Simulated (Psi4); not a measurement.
# Single-point calculation, with input and output: CH4FSi (charge −1)

- system: CH4FSi, charge −1
- method: wB97M-V/aug-cc-pVDZ, RKS (Psi4 1.11)

The geometry is that of the parent species in another charge or spin state. The geometry comes from this level: PBE0-D4/def2-TZVP.

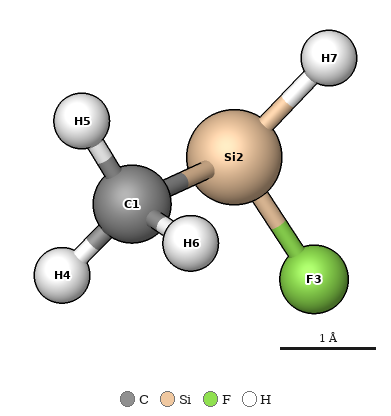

Figure 1. The structure (ball-and-stick view, seen at a tilt; atoms are numbered from 1 in the order of the input).

## Results in brief

| quantity | value |
| --- | --- |
| outcome | converged |
| total energy | −429.817929 hartree |
| basis functions | 109 |
| HOMO | −0.74 eV |
| LUMO | 3.41 eV |
| hardware | 1 thread of Intel Xeon (Granite Rapids), 16 GiB of memory available, shared host |
| wall time | 2 min |
| peak memory | 0.79 GiB |

## Input file (job.inp)
```
memory 1600 MB

molecule system {
  -1 1
  C     -0.653500     0.389500    -0.298000
  Si     0.917400    -0.594100    -0.104100
  F      0.640700    -1.812800     0.909600
  H     -1.444900    -0.207800    -0.754100
  H     -0.470200     1.260900    -0.931700
  H     -1.000700     0.738300     0.679600
  H      2.011300     0.226000     0.498700
  units angstrom
  symmetry c1
  no_reorient
  no_com
}

set {
  basis aug-cc-pVDZ
  puream true
  e_convergence 1e-09
  d_convergence 1e-08
  scf_type pk
  dft_radial_points 99
  dft_spherical_points 590
}

energy_value, wavefunction = energy("wb97m-v", return_wfn=True)
```

Command:
```bash
psi4 job.inp job.out -n 1
```

## What the program printed
```
Psi4 1.11 release

   => Loading Basis Set <=

    Name: AUG-CC-PVDZ
    Role: ORBITAL
    Keyword: BASIS

         ---------------------------------------------------------
                                   SCF
                              RKS Reference
                        1 Threads,   1525 MiB Core
         ---------------------------------------------------------

  ==> Geometry <==

    Molecular point group: c1
    Full point group: C1

    Geometry (in Angstrom), charge = -1, multiplicity = 1:

       Center              X                  Y                   Z               Mass
    ------------   -----------------  -----------------  -----------------  -----------------
         C           -0.653500000000     0.389500000000    -0.298000000000    12.000000000000
         SI           0.917400000000    -0.594100000000    -0.104100000000    27.976926534650
         F            0.640700000000    -1.812800000000     0.909600000000    18.998403162730
         H           -1.444900000000    -0.207800000000    -0.754100000000     1.007825032230
         H           -0.470200000000     1.260900000000    -0.931700000000     1.007825032230
         H           -1.000700000000     0.738300000000     0.679600000000     1.007825032230
         H            2.011300000000     0.226000000000     0.498700000000     1.007825032230

  Running in c1 symmetry.

  Rotational constants: A =      0.70466  B =      0.14094  C =      0.12443 [cm^-1]
  Rotational constants: A =  21125.29259  B =   4225.14435  C =   3730.18104 [MHz]
  Nuclear repulsion =  106.882451970993884

  Charge       = -1
  Multiplicity = 1
  Electrons    = 34
  Nalpha       = 17
  Nbeta        = 17

  ==> Algorithm <==

  SCF Algorithm Type is PK.
  DIIS enabled.
  MOM disabled.
  Fractional occupation disabled.
  Guess Type is SAD.
  Energy threshold   = 1.00e-09
  Density threshold  = 1.00e-08
  Integral threshold = 1.00e-12

  ==> Primary Basis <==

  Basis Set: AUG-CC-PVDZ
    Blend: AUG-CC-PVDZ
    Number of shells: 49
    Number of basis functions: 109
    Number of Cartesian functions: 115
    Spherical Harmonics?: true
    Max angular momentum: 2

  ==> DFT Potential <==

   => LibXC <=

    Version 7.1.2

   => Composite Functional: WB97M-V <=

    wB97M-V Hyb-GGA Exchange-Correlation Functional

    Deriv               =              1
    GGA                 =           TRUE
    Meta                =           TRUE

    Exchange Hybrid     =           TRUE
    MP2 Hybrid          =          FALSE

   => Exchange-Correlation Functionals <=

    1.0000   wB97M-V exchange-correlation functional

   => Exact (HF) Exchange <=

    0.8500            HF,LR [omega = 0.3000]
    0.1500               HF

   => LibXC Density Thresholds  <==

    XC_HYB_MGGA_XC_WB97M_V:  1.00E-13

   => VV10 Non-Local Parameters <=

    VV10 B              =     6.0000E+00
    VV10 C              =     1.0000E-02

   => Molecular Quadrature <=

    Radial Scheme          =       TREUTLER
    Pruning Scheme         =           NONE
    Nuclear Scheme         =       TREUTLER

    Blocking Scheme        =         OCTREE
    BS radius alpha        =              1
    Pruning alpha          =              1
    Radial Points          =             99
    Spherical Points       =            590
    Total Points           =         393596
    Total Blocks           =           2818
    Max Points             =            256
    Max Functions          =            109
    Weights Tolerance      =       1.00E-15

  ==> Integral Setup <==

  Using in-core PK algorithm.
   Calculation information:
      Number of atoms:                   7
      Number of AO shells:              49
      Number of primitives:            131
      Number of atomic orbitals:       115
      Number of basis functions:       109

      Integral cutoff                 1.00e-12
      Number of threads:                 1

  Performing in-core PK
  Using 53919030 doubles for integral storage.
  We computed 748717 shell quartets total.
  Whereas there are 750925 unique shell quartets.

  Computing range-separated integrals for PK
  We computed 748717 wK shell quartets total.
  Whereas there are 750925 wK unique shell quartets.

  ==> DiskJK: Disk-Based J/K Matrices <==

    J tasked:                  Yes
    K tasked:                  Yes
    wK tasked:                 Yes
    Omega:               3.000E-01
    Memory [MiB]:             1076
    Schwarz Cutoff:          1E-12

  Cached 2.3% of DFT collocation blocks in 0.066 [GiB].

  Minimum eigenvalue in the overlap matrix is 4.9653615409E-04.
  Reciprocal condition number of the overlap matrix is 5.1245801270E-05.
    Using symmetric orthogonalization.

  ==> Pre-Iterations <==

  SCF Guess: Superposition of Atomic Densities via on-the-fly atomic UHF (no occupation information).

   -------------------------
    Irrep   Nso     Nmo
   -------------------------
     A        109     109
   -------------------------
    Total     109     109
   -------------------------

  ==> Iterations <==

                        Total Energy        Delta E     RMS |[F,P]|

   @RKS iter SAD:  -429.10603434265676   -4.29106e+02   0.00000e+00
   @RKS iter   1:  -429.54576865184441   -4.39734e-01   6.45378e-03 ADIIS/DIIS
   @RKS iter   2:  -429.62234488767808   -7.65762e-02   5.87190e-03 ADIIS/DIIS
   @RKS iter   3:  -429.81569231954171   -1.93347e-01   5.65346e-04 ADIIS/DIIS
   @RKS iter   4:  -429.81724356014649   -1.55124e-03   3.09972e-04 ADIIS/DIIS
   @RKS iter   5:  -429.81784599605356   -6.02436e-04   5.35986e-05 DIIS
   @RKS iter   6:  -429.81791392583841   -6.79298e-05   1.64522e-05 DIIS
   @RKS iter   7:  -429.81792573874225   -1.18129e-05   5.95968e-06 DIIS
   @RKS iter   8:  -429.81792845965919   -2.72092e-06   2.80640e-06 DIIS
   @RKS iter   9:  -429.81792906376376   -6.04105e-07   1.11211e-06 DIIS
   @RKS iter  10:  -429.81792919607773   -1.32314e-07   3.52573e-07 DIIS
   @RKS iter  11:  -429.81792921123815   -1.51604e-08   1.06068e-07 DIIS
   @RKS iter  12:  -429.81792921224167   -1.00351e-09   3.14815e-08 DIIS
   @RKS iter  13:  -429.81792921232352   -8.18545e-11   1.09968e-08 DIIS
   @RKS iter  14:  -429.81792921233500   -1.14824e-11   4.18323e-09 DIIS
  Energy and wave function converged.

  ==> Post-Iterations <==

   Electrons on quadrature grid:
      Ntotal   =   34.0000069819 ; deviation = 6.982e-06

    Orbital Energies [Eh]
    ---------------------

    Doubly Occupied:

       1A    -66.217611     2A    -24.711511     3A    -10.166379
       4A     -5.239286     5A     -3.555784     6A     -3.552261
       7A     -3.550090     8A     -1.117616     9A     -0.646798
      10A     -0.446981    11A     -0.362344    12A     -0.355077
      13A     -0.336023    14A     -0.330769    15A     -0.311130
      16A     -0.220228    17A     -0.027275

    Virtual:

      18A      0.125300    19A      0.141887    20A      0.143947
      21A      0.151470    22A      0.176983    23A      0.180755
      24A      0.190098    25A      0.239550    26A      0.253785
      27A      0.260098    28A      0.269176    29A      0.284127
      30A      0.316098    31A      0.352908    32A      0.357160
      33A      0.362421    34A      0.371188    35A      0.390446
      36A      0.429928    37A      0.435071    38A      0.451356
      39A      0.467152    40A      0.490866    41A      0.496977
      42A      0.508374    43A      0.524640    44A      0.531488
      45A      0.540387    46A      0.549797    47A      0.578018
      48A      0.605413    49A      0.616654    50A      0.629121
      51A      0.636497    52A      0.647096    53A      0.665375
      54A      0.672422    55A      0.684344    56A      0.720595
      57A      0.732206    58A      0.757225    59A      0.767659
      60A      0.791572    61A      0.802097    62A      0.850964
      63A      0.858632    64A      0.896650    65A      0.926539
      66A      0.988159    67A      1.031617    68A      1.037145
      69A      1.097021    70A      1.100657    71A      1.119457
      72A      1.139016    73A      1.169760    74A      1.327023
      75A      1.364807    76A      1.427136    77A      1.442210
      78A      1.515138    79A      1.540067    80A      1.614508
      81A      1.636791    82A      1.688627    83A      1.766570
      84A      1.777657    85A      1.784627    86A      1.869230
      87A      1.885155    88A      1.970692    89A      2.001399
      90A      2.035729    91A      2.086471    92A      2.110092
      93A      2.123257    94A      2.162009    95A      2.193749
      96A      2.214378    97A      2.319211    98A      2.390568
      99A      2.500943   100A      2.523823   101A      2.741979
     102A      2.841089   103A      2.847620   104A      3.062461
     105A      4.777318   106A      4.789580   107A      4.867879
     108A      4.908492   109A      4.960616

    Final Occupation by Irrep:
              A
    DOCC [    17 ]
    NA   [    17 ]
    NB   [    17 ]

  @RKS Final Energy:  -429.81792921233500

   => Energetics <=

    Nuclear Repulsion Energy =            106.8824519709938841
    One-Electron Energy =                -813.3471201548071576
    Two-Electron Energy =                 304.9598922046337748
    DFT Exchange-Correlation Energy =     -28.4512550459975877
    Empirical Dispersion Energy =           0.0000000000000000
    VV10 Nonlocal Energy =                  0.1381018128420639
    Total Energy =                       -429.8179292123350024

Computation Completed

Properties will be evaluated at   0.000000,   0.000000,   0.000000 [a0]

Properties computed using the SCF density matrix

 Multipole Moments:

 ------------------------------------------------------------------------------------
     Multipole            Electronic (a.u.)      Nuclear  (a.u.)        Total (a.u.)
 ------------------------------------------------------------------------------------

 L = 1.  Multiply by 2.5417464519 to convert [e a0] to [Debye]
 Dipole X            :        -27.9973728           26.0487408           -1.9486320
 Dipole Y            :         40.1006807          -38.3202443            1.7804364
 Dipole Z            :         -7.4551768            8.3781008            0.9229240
 Magnitude           :                                                    2.7962312

 ------------------------------------------------------------------------------------

	total time  =        116 seconds =       1.93 minutes

    Psi4 run time: 0:01:56.37
```

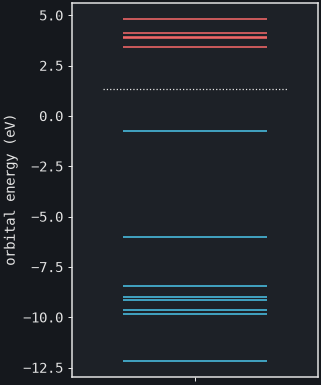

Figure 2. Orbital energies near the frontier; the dotted line parts filled from empty levels, and levels within 0.02 eV of each other stand side by side. Highest filled −0.74 eV, lowest empty 3.41 eV, 4.15 eV apart.
